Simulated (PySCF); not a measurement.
C5H13AlO, SMILES `C[Al](C)OC(C)C`.

Computed with PySCF, B3LYP/def2-SVP, geometry: GFN2-xTB. No frequency check shows the geometry to be a minimum.

Coordinates in Å:

```
C1      -2.3754    1.6555    0.1272
Al2     -1.2870   -0.0205    0.0348
C3      -2.0265   -1.8463   -0.3183
O4       0.3383    0.1224    0.2872
C5       1.7269    0.1806    0.4002
C6       2.2900    1.1826   -0.6062
C7       2.3275   -1.2076    0.1842
H8      -2.0391    2.3939   -0.6062
H9      -2.2878    2.1369    1.1055
H10     -3.4370    1.4800   -0.0529
H11     -1.8288   -2.5280    0.5138
H12     -1.5664   -2.3019   -1.1999
H13     -3.1050   -1.8423   -0.4821
H14      1.9716    0.5212    1.4181
H15      3.3680    1.2670   -0.4959
H16      1.8370    2.1581   -0.4469
H17      2.0575    0.8537   -1.6169
H18      3.4071   -1.1785    0.3067
H19      2.0879   -1.5551   -0.8183
H20      1.9047   -1.9062    0.9023
```

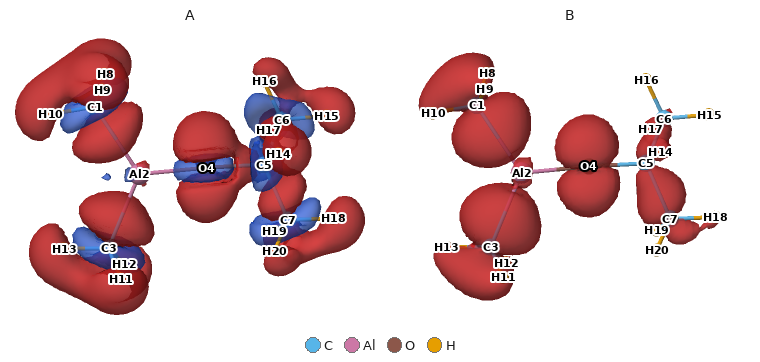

The Fukui function f⁻ from two separate SCF calculations and the density of the HOMO, at ±0.01 e/Å³ (red positive, blue negative).

### Which panel is which, and how good is the frozen-orbital picture?

A is f⁻ (it has negative regions), B the HOMO density. The HOMO lies on O4 (24 %), C1 and C3 (20 % each) and Al2 (13 %); f⁻ (Hirshfeld-condensed) is largest on O4 (0.13), Al2 (0.11) and C3 (0.11); the vertical ionisation energy is 8.75 eV (the stability of the cation's solution wasn't checked). Relaxation shifts 33 % of the electron between atoms. The orbital energy is −6.78 eV.

Cost of the run: 6.3 min on 1 thread of Arm Neoverse N1, on a shared host, peak memory 0.91 GiB.
